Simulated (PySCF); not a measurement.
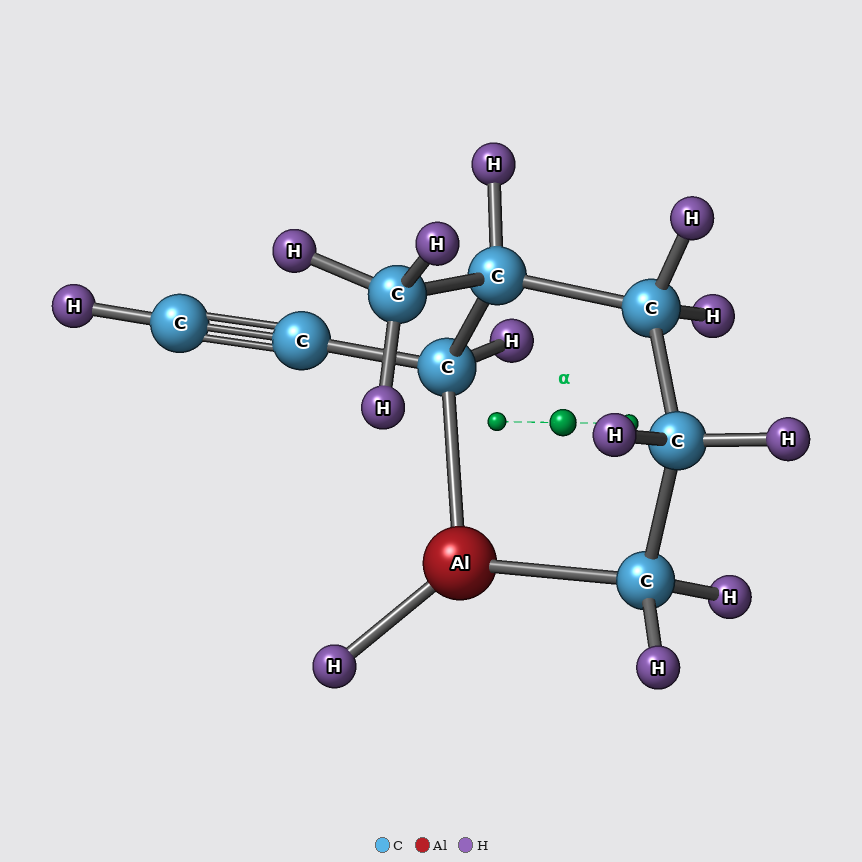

The small points mark where nucleus-independent chemical shifts (NICS) were computed: at the centre of each lettered ring and 1 Å above and below it. The geometry was computed by an optimisation with GFN2-xTB. No frequency run is at hand to confirm it as a minimum. Method: GIAO PBE0/pcSseg-1 NMR shielding, non-relativistic, gas phase (PySCF 2.14.0).

Give NICS(0), NICS(1) and the out-of-plane component NICS(1)zz for each ring (means of the two sides).

```json
{"ring": "α", "members": "C5Al", "NICS(0)": "−2.2", "NICS(1)": "−2.4", "NICS(1)zz": "1.0"}
```

Values in ppm.

### What do the values say about the ring currents?

Ring α: weak, as in a non-aromatic ring. NICS is one index among several.

The geometry is semi-empirical. Around Al such bond lengths and angles can be off by a tenth of an ångström or more and by several degrees, and values that hang on the shape move with them.
